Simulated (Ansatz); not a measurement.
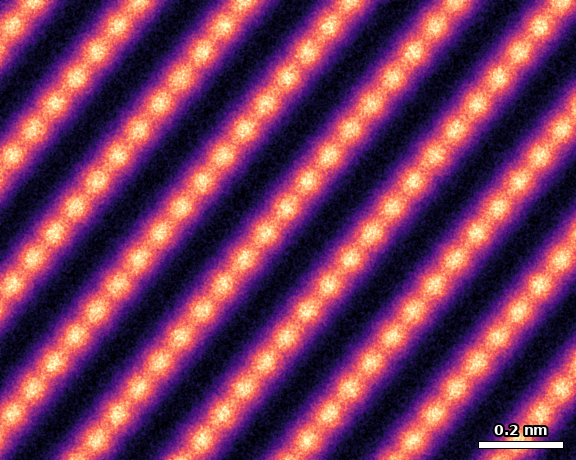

iDPC-like image of Cr. Simulated as the projected potential of neutral atoms (B = 0.5 Å²) blurred by a 0.50 Å probe, the thin-sample limit of integrated differential phase contrast. Shot noise was added.

Give the net of the columns and its spacings.

The pattern repeats on a rectangular net of 0.8 × 2.0 Å.

Which plane group does this projection have?

p2mm: mirror lines in two perpendicular directions, with twofold points where they cross.

How many columns does the smallest repeating cell hold, and how many levels of brightness?

1 column in the primitive cell of 1.6 Å², all of one brightness.

The crystal is Cr (Im-3m, No. 229) seen along [211]. Atomic positions: the geometry given to an electronic-structure calculation, possibly off equilibrium.
